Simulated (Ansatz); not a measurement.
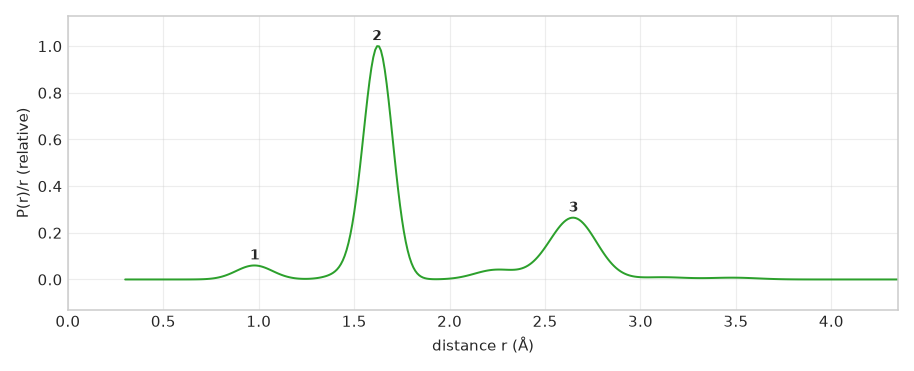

Simulated gas electron diffraction: radial distribution curve of FH3O2Si. Each pair of atoms contributes with weight ZᵢZⱼ/r; damping constant 0.0015 Å²; vibrational amplitudes assumed, not computed: 0.05 Å for bonds, 0.078 Å for bonds to H, 0.06 + 0.015 r up to 0.15 Å for other pairs. The geometry is the end point of an optimisation (RKS LDA/6-31G* (Ansatz)); it may be a saddle point or a higher isomer. SMILES: O[SiH](O)F.

**Read the positions of the numbered peaks and name the main pairs (– for bonds).**

Peak 1, 0.98 Å: O–H 0.98 Å (×2)
Peak 2, 1.62 Å: Si–F 1.60 Å, Si–O 1.63–1.64 Å (×2)
Peak 3, 2.65 Å: O···H 2.50–2.73 Å (×3), F···O 2.61–2.69 Å (×2), O···O 2.65 Å, not resolved
